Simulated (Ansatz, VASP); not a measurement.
**Cross-check of SrCl2 between VASP and Ansatz**

One calculation is typed for both programs; each brings its own data sets and cutoff. How far apart do they land? The cell comes out of the VASP series on this material, whose earlier steps may have relaxed, scaled or displaced it; both programs get it as it stands.

Method: plane waves, with VASP 6.6.1 beside it; single point at PBE with D3(BJ) and band structure at PBE with D3(BJ), in Ansatz 0.2.0.

**1. Set-up**

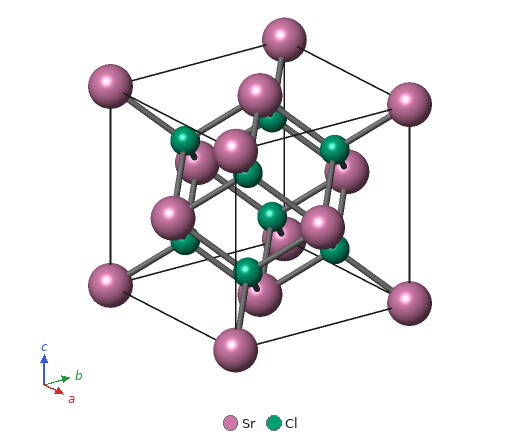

The cell as given, from a free direction (strontium pink, chlorine teal). This picture shows the conventional cell, with its axes. Some periodic images of atoms are drawn too.

**2. VASP: single point, PBE with D3(BJ)**

With cell and atoms fixed, the geometry can't cause a difference; cores, projectors, grids and the points listed under the comparison can.

Lines of VASP's logs that name or quote its potential files are left out, and so is its time.

Input file INCAR:

```
SYSTEM = SrCl2
PREC = Accurate
ENCUT = 400
EDIFF = 1E-06
NELM = 100
ISMEAR = 0
SIGMA = 0.05
LREAL = .FALSE.
ALGO = Normal
GGA = PE
IVDW = 12
LORBIT = 11
LWAVE = .FALSE.
LCHARG = .TRUE.
ISIF = 2
LELF = .TRUE.
LVHAR = .TRUE.
```

Input file POSCAR:

```
SrCl2
1.0
    0.0000000000      3.4811735938      3.4811735938
    3.4811735938      0.0000000000      3.4811735938
    3.4811735938      3.4811735938      0.0000000000
Sr Cl
1 2
Direct
    0.0000000000      0.0000000000      0.0000000000
    0.7500000000      0.7500000000      0.7500000000
    0.2500000000      0.2500000000      0.2500000000
```

Input file KPOINTS:

```
Automatic mesh
0
Gamma
6 6 6
0 0 0
```

The projector-augmented-wave data sets are Sr_sv and Cl (PBE family, release 64).

Launch:

```
> mpirun -np 1 vasp_std
```

Numbers of over 12 decimals in the logs are rounded to 6 here.

The log of the run:

```text
[banner, memory and clock lines left out]
running    1 mpi-ranks, on    1 nodes
 distrk:  each k-point on    1 cores,    1 groups
 distr:  one band on    1 cores,    1 groups

 POSCAR found type information on POSCAR SrCl
 POSCAR found :  2 types and       3 ions
 LDA part: xc-table for (Slater+PW92), standard interpolation
 POSCAR, INCAR and KPOINTS ok, starting setup
 FFT: planning ... GRIDC
 FFT: planning ... GRID_SOFT
 FFT: planning ... GRID
 WAVECAR not read
 entering main loop
       N       E                     dE             d eps       ncg     rms          rms(c)
DAV:   1     0.132293103694E+03    0.13229E+03   -0.10161E+04   512   0.110E+03
DAV:   2    -0.521201848469E+01   -0.13751E+03   -0.13448E+03   672   0.228E+02
DAV:   3    -0.128330712018E+02   -0.76211E+01   -0.76140E+01   728   0.586E+01
DAV:   4    -0.130506499532E+02   -0.21758E+00   -0.21753E+00   872   0.731E+00
DAV:   5    -0.130520280324E+02   -0.13781E-02   -0.13780E-02   736   0.641E-01    0.132E+01
DAV:   6    -0.127586525648E+02    0.29338E+00   -0.77198E-01   672   0.506E+00    0.856E+00
DAV:   7    -0.127687004404E+02   -0.10048E-01   -0.45247E-01   784   0.417E+00    0.201E+00
DAV:   8    -0.127728102960E+02   -0.41099E-02   -0.63971E-02   632   0.148E+00    0.313E-01
DAV:   9    -0.127743437321E+02   -0.15334E-02   -0.25801E-03   752   0.316E-01    0.117E-01
DAV:  10    -0.127756070083E+02   -0.12633E-02   -0.10874E-03   568   0.214E-01    0.318E-02
DAV:  11    -0.127756934158E+02   -0.86408E-04   -0.11035E-04   800   0.600E-02    0.395E-02
DAV:  12    -0.127757020675E+02   -0.86517E-05   -0.12686E-05   656   0.202E-02    0.143E-02
DAV:  13    -0.127757054212E+02   -0.33537E-05   -0.98054E-06   640   0.169E-02    0.364E-03
DAV:  14    -0.127757053159E+02    0.10530E-06   -0.36142E-07   536   0.417E-03
   1 F= -.13444285E+02 E0= -.13444285E+02  d E =-.795760E-14
```

From OUTCAR (step 2):

```text
ion  position               nearest neighbor table
   1  0.000  0.000  0.000-   2 3.01   3 3.01   2 3.01   2 3.01   2 3.01   3 3.01   3 3.01   3 3.01

  LATTYP: Found a face centered cubic cell.
 ALAT       =     6.9623471876

 Subroutine GETGRP returns: Found 48 space group operations
 (whereof 48 operations were pure point group operations)

The static configuration has the point symmetry O_h .

 Found     16 irreducible k-points:

   k-points           NKPTS =     16   k-points in BZ     NKDIM =     16   number of bands    NBANDS=     16

   dimension x,y,z NGX =    32 NGY =   32 NGZ =   32
   dimension x,y,z NGXF=    64 NGYF=   64 NGZF=   64

   ENCUT  =  400.0 eV  29.40 Ry    5.42 a.u.   8.03  8.03  8.03*2*pi/ulx,y,z

   NELECT =      24.0000    total number of electrons

 k-points in reciprocal lattice and weights: Automatic mesh
   0.00000000  0.00000000  0.00000000       0.005
   0.16666667  0.00000000  0.00000000       0.037
   0.33333333  0.00000000  0.00000000       0.037
   0.50000000  0.00000000  0.00000000       0.019
   0.16666667  0.16666667  0.00000000       0.028
   0.33333333  0.16666667  0.00000000       0.111
   0.50000000  0.16666667  0.00000000       0.111
  -0.33333333  0.16666667  0.00000000       0.111
  -0.16666667  0.16666667  0.00000000       0.056
[...]
-0.33333333  0.33333333  0.16666667       0.111
  -0.33333333  0.50000000  0.16666667       0.056

 average (electrostatic) potential at core
       1 -38.6858       2 -93.0931       3 -93.0931

 E-fermi :   0.4427

 k-point     1 :       0.0000    0.0000    0.0000
  band No.  band energies     occupation
    ...
      8      -1.9531      2.00000
      9      -1.9531      2.00000
     10      -0.1450      2.00000
     11      -0.1450      2.00000
     12      -0.1450      2.00000
     13       5.5533      0.00000
     14       6.2880      0.00000
     15       6.2880      0.00000
     16       9.2391      0.00000

 k-point     2 :       0.1667    0.0000    0.0000
  band No.  band energies     occupation
    ...
      8      -1.8508      2.00000
      9      -1.7648      2.00000
     10      -0.4582      2.00000
     11      -0.2958      2.00000
     12      -0.2958      2.00000
     13       6.1468      0.00000
     14       6.4984      0.00000
     15       6.4984      0.00000
     16       8.2293      0.00000

 k-point     3 :       0.3333    0.0000    0.0000
  band No.  band energies     occupation
    ...
      8      -1.5928      2.00000
      9      -1.4067      2.00000
     10      -0.9820      2.00000
     11      -0.6288      2.00000
     12      -0.6288      2.00000
     13       6.8213      0.00000
     14       6.8213      0.00000
     15       7.0432      0.00000
     16       8.2337      0.00000

 Edisp (eV)   -0.66858

  Total      -0.00912    -0.00912    -0.00912    -0.00000     0.00000     0.00000
  in kB      -0.17312    -0.17312    -0.17312    -0.00000     0.00000     0.00000
  external pressure =       -0.17 kB  Pullay stress =        0.00 kB

  energy-cutoff  :      400.00
  volume of cell :       84.37
      direct lattice vectors                 reciprocal lattice vectors
     0.000000000  3.481173594  3.481173594    -0.143629723  0.143629723  0.143629723
     3.481173594  0.000000000  3.481173594     0.143629723 -0.143629723  0.143629723
     3.481173594  3.481173594  0.000000000     0.143629723  0.143629723 -0.143629723

 POSITION                                       TOTAL-FORCE (eV/Angst)
 -----------------------------------------------------------------------------------
      0.00000      0.00000      0.00000         0.000000     -0.000000      0.000000
      5.22176      5.22176      5.22176        -0.000000     -0.000000     -0.000000
      1.74059      1.74059      1.74059         0.000000      0.000000      0.000000
 -----------------------------------------------------------------------------------
    total drift:                                0.000000     -0.000000      0.000000

  FREE ENERGIE OF THE ION-ELECTRON SYSTEM (eV)
  ---------------------------------------------------
  free  energy   TOTEN  =       -13.4442850828 eV

  energy  without entropy=      -13.4442850828  energy(sigma->0) =      -13.44428508

 total charge
# of ion       s       p       d       tot
------------------------------------------
    1        1.997   5.769   0.155   7.920
    2        1.592   3.584   0.000   5.176
    3        1.592   3.584   0.000   5.176
--------------------------------------------------
tot          5.182  12.937   0.155  18.273

[... 3 further parts left out ...]
```

The run ends at a pressure of -0.02 GPa.

**3. Ansatz: single point, PBE with D3(BJ)**

Ansatz runs on its default PAW (the set named soft_2) files.

The same cell, functional, mesh and smearing now go to Ansatz, which takes its cutoff from its data sets.

Input file input.yaml:

```yaml
crystal:
  lattice:
    - [0.0, 3.4811735938, 3.4811735938]
    - [3.4811735938, 0.0, 3.4811735938]
    - [3.4811735938, 3.4811735938, 0.0]
  atoms:
    - { symbol: Sr, position: [0.0, 0.0, 0.0] }
    - { symbol: Cl, position: [0.75, 0.75, 0.75] }
    - { symbol: Cl, position: [0.25, 0.25, 0.25] }
hamiltonian:
  xc: pbe
  pseudopotentials: { kind: paw }
  dispersion: d3bj
kpoints:
  mp_grid: { grid: [6, 6, 6] }
scf:
  occupations: { method: gaussian, width: 0.05 }
  n_extra_bands: 4
output:
  forces: true
  stress: true
  eigenvalues: true
  write_density: true
  write_potential: true
  elf: true
  volumetric_format: npy
```

Launch:

```
> ansatz run input.yaml --threads 2 --pin off --max-ram 4608MiB --backend cpu --events-out ev --progress --plain --runs-dir out
```

The log of the run:

```text
scf.n_extra_bands = 4 over 12 filled bands (N_el = 24.0): the run solves 16 bands
Engine: ansatz 0.2.0, x86_64-unknown-linux-gnu
Pseudopotentials: kind: paw
Pseudopotential: Sr, paw, valence charge 10, recommended cutoff 420 eV (normal), Sr.paw.azcp
Pseudopotential: Cl, paw, valence charge 7, recommended cutoff 420 eV (normal), Cl.paw.azcp
Functional definition: PBE
  parameter kappa = 0.804
  parameter beta = 0.066725
  exchange = pbe_x(kappa = kappa, mu = beta*pi^2/3)
  correlation = pbe_c(beta = beta)
Crystal: 3 atoms, lattice volume = 84.374 Å³
Basis set: ecut = 420 eV, 1639 PW (Γ), exchange–correlation on 72×72×72 points (8 copies of the dense FFT grid, shifted against one another)
Bands: 16, of which v1, the nominal top of the filled ones, is band 12 counted from 1 (11 counted from 0)
Symmetry: 48 space group operations
Space group: Fm-3m (ITA 225), of the structure as read, at distance tolerance 4.4e-5 Å
k-points: 16 of 216
Non-local potential: Sr, projectors of the file, l = 0: 3, l = 1: 2, l = 2: 2
Non-local potential: Cl, projectors of the file, l = 0: 2, l = 1: 2, l = 2: 2
PAW form: soft (Blöchl's): semilocal exchange-correlation on the pseudo side does not see the compensation charge
PAW one-centre angular grid: Sr, 110 points (default); XC on 64 Gauss nodes
PAW one-centre angular grid: Cl, 110 points (default); XC on 64 Gauss nodes
Initial density: superposition of atomic densities (neutral atoms: chi_scale 0, normalization atom), corrected by the library's trained network
Initial wavefunctions: pseudopotential atomic-orbital guess
Functional: x = pbe(κ = 0.804, μ = 0.219515), c = pbe(β = 0.066725)
SCF iter   1: F=—  HF=-5711.388924 eV  |F-HF|=—  |Δ(HF+E_count)|=         —  Δρ=3.55e-4  dr2=5.72e-5  ethr=1.77e-3  ⟨swp⟩=9.2  Hψ=1867  notcnv=0
preconditioner: auto → none  [insulator: Δε(μ)=5.367 eV  Ē_g=14.097 eV  σ=0.050 eV  W_gap=1.00  n_scr=14 (ndim 8)  ℏωp=19.0 eV  f_vac=0.092  D(μ)=0.00/eV (n_scr^D=0)  ε∞_Penn≈2.8]
SCF iter   2: F=—  HF=-5711.389941 eV  |F-HF|=—  |Δ(HF+E_count)|=   1.02e-3  Δρ=1.88e-4  dr2=1.38e-5  ethr=2.38e-7  ⟨swp⟩=3.5  Hψ=779  notcnv=0
SCF iter   3: F=—  HF=-5711.389976 eV  |F-HF|=—  |Δ(HF+E_count)|=   3.45e-5  Δρ=9.58e-5  dr2=2.65e-6  ethr=5.73e-8  ⟨swp⟩=2.1  Hψ=368  notcnv=0
SCF iter   4: F=—  HF=-5711.390006 eV  |F-HF|=—  |Δ(HF+E_count)|=   3.09e-5  Δρ=1.48e-5  dr2=1.33e-7  ethr=1.10e-8  ⟨swp⟩=2.0  Hψ=449  notcnv=0
iter 5 did not close the SCF: its close was put off for the readings that it lacked (scf_convergence_deferred on its scf_iter line)
SCF iter   5: F=-5711.390007 eV  HF=-5711.390007 eV  |F-HF|=1.31e-8  |Δ(HF+E_count)|=   5.05e-7  Δρ=8.24e-6  dr2=4.27e-8  ethr=5.56e-10  ⟨swp⟩=2.7  Hψ=449  notcnv=0
SCF iter   6: F=-5711.390007 eV  HF=-5711.390007 eV  |F-HF|=1.04e-9  |Δ(HF+E_count)|=   2.59e-8  Δρ=3.00e-6  dr2=5.47e-9  ethr=1.78e-10  ⟨swp⟩=7.5  Hψ=1883  notcnv=0
SCF 1 converged in 6 iterations: F = -5711.390007 eV  dr2 = 5.47e-9
  greatest PAW one-centre occupation: 0.986 electrons in one spin orbital (limit 2), on the Sr atom at site 0 (counted from 0), in its partial waves of l = 0
SCF converged after 6 iterations
Free energy (F): -5711.390007 eV
Harris-Foulkes:  -5711.390007 eV  (|F-HF|=1.04e-9)
Internal energy: -5711.390007 eV  (E = F + TS)
E sigma→0 (E₀):  -5711.390007 eV
Fermi energy:    5.841654 eV
--- Per-component energies (eV) ---
  E_band       = -145.599582
  E_kinetic    = 568.852008
  E_local      = -1178.353456  (includes V_loc(G=0)·N_el)
  E_nonlocal   = 258.843410
  E_hartree    = 323.876072
  E_xc         = -389.166835
  E_vxc        = -408.145117  (∫ρ·V_xc dr)
  E_paw        = -4013.368814  (= ΣΔE_a)
  E_vpaw       = -34.550313  (= ΣTr[D̂ρ^β])
  E_aug_tail   = 0.000180  (compensation charges beyond the density's cutoff)
  E_ewald      = -1281.403803
  E_disp       = -0.668768  (pairwise vdW)
  E_smearing   = -0.000000  (= −TS)
  E_closure    = 0.000000  (closes the sum)
  Σ components = -5711.390007   (vs F -5711.390007, Δ=0.00e0)
--- Forces (eV/Å), atoms counted from 1 ---
  atom   1  Sr    -0.00000000     0.00000000     0.00000000
  atom   2  Cl    -0.00000000    -0.00000000     0.00000000
  atom   3  Cl     0.00000000     0.00000000    -0.00000000
  max |Σ_I F_I| component: 1.16e-18 eV/Å
--- Stress (GPa, compression-positive) ---
       -0.086651       0.000000       0.000000
        0.000000      -0.086651       0.000000
        0.000000      -0.000000      -0.086651
  P = ⅓ Tr σ = -0.0867 GPa (-0.867 kbar)
--- Band table (eV; the first three rows and the last of 16) ---
  k-point 0: bands = [... 8 lower, 1.0185, 2.8212, 2.8212, 2.8212, 8.5251, 9.2584, 9.2584, 12.1396]
  k-point 1: bands = [... 8 lower, 1.2059, 2.5091, 2.6713, 2.6713, 9.1184, 9.4697, 9.4697, 11.1718]
  k-point 2: bands = [... 8 lower, 1.5622, 1.9868, 2.3393, 2.3393, 9.7968, 9.7968, 10.0102, 11.1922]
  k-point 15: bands = [... 8 lower, 1.5928, 2.3252, 2.8169, 3.0869, 9.1280, 10.2885, 10.4390, 10.6075]
```

The job ended after 1.3 s (2 threads of Intel Xeon Platinum 8488C (Sapphire Rapids), shared host; peak memory 0.39 GiB).

Reading the cycles: dr2 is the Hartree energy of the density residual (eV), the measure of convergence; HF is the Harris–Foulkes estimate of the energy, which meets the free energy F at convergence.

The run ends at a pressure of -0.09 GPa.

**4. Comparison**

Known differences besides the PAW data sets themselves: the cutoff is 420 eV in Ansatz and 400 eV in VASP; VASP leaves aspherical gradient terms in its spheres out (LASPH is not set), Ansatz keeps them. Total energies have different zeros and are not compared.

The two programs side by side:

```csv
quantity,Ansatz,VASP,difference
pressure (GPa),-0.09,-0.02,-0.07
gap on the k mesh (eV),5.367,5.359,+0.009
```

[end of part 1 of 2]

[Lines on the potential files, build, host, timing and source positions are cut from VASP's logs without a mark.]

[Logs are printed without paths, hosts, clocks, repeated set-up lines and the standing remarks that a program may print on its own settings, such as how far it seeks lower states.]

[Hosts, paths, dates, database ids (printed as entryN), source tags and the programs' standing remarks are cut or masked in the printed files.]
